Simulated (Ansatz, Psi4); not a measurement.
**Exact exchange and the HOMO–LUMO gap of CH2S (methanethial)**

CH2S: 4 atoms, total charge 0, spin state singlet. SMILES: `C=S`. The coordinates come from a PBE0-D4/def2-TZVP relaxation.

The HOMO–LUMO gap y, in eV, basis def2-TZVPP; a is the functional's share of exact exchange. Programs: Ansatz 0.2.0, Psi4 1.11.

| functional | program | a | y (eV) |
| --- | --- | --- | --- |
| BLYP | Ansatz | 0 | 1.94 |
| r2SCAN | Ansatz | 0 | 2.27 |
| TPSSh | Psi4 | 0.1 | 3.05 |
| B3LYP | Ansatz | 0.2 | ? |
| r2SCAN0 | Ansatz | 0.25 | 4.36 |
| PBE0 | Ansatz | 0.25 | 4.16 |
| BHLYP | Ansatz | 0.5 | 6.39 |

Q: Fit y = c + s·a to the known rows and predict B3LYP.

A: 
1. Means of the 6 rows: a = 0.1833, y = 3.695.
2. Σ(Δa)² = 0.18333, Σ(Δa·Δy) = 1.5655, so the slope is 1.5655/0.18333 = 8.5392.
3. Intercept: 3.695 − (8.5392) × 0.1833 = 2.130. The largest residual of the fit is 0.19.
4. B3LYP: 2.130 + (8.5392) × 0.2 = 3.84 eV.

The run gave 3.72 eV, so the prediction is off by +0.12 eV, within the largest residual. Exact exchange lowers occupied levels and raises empty ones. The rows mix families of semi-local functionals, which the line can't see.

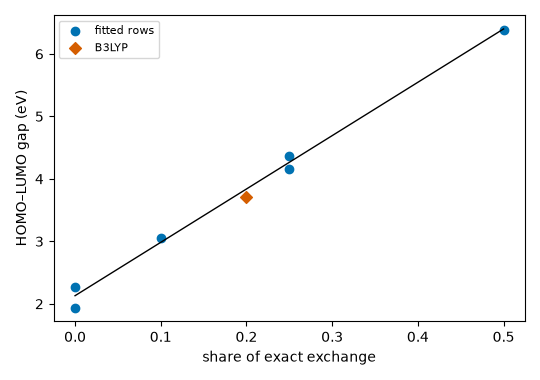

The fitted line, with the withheld row.
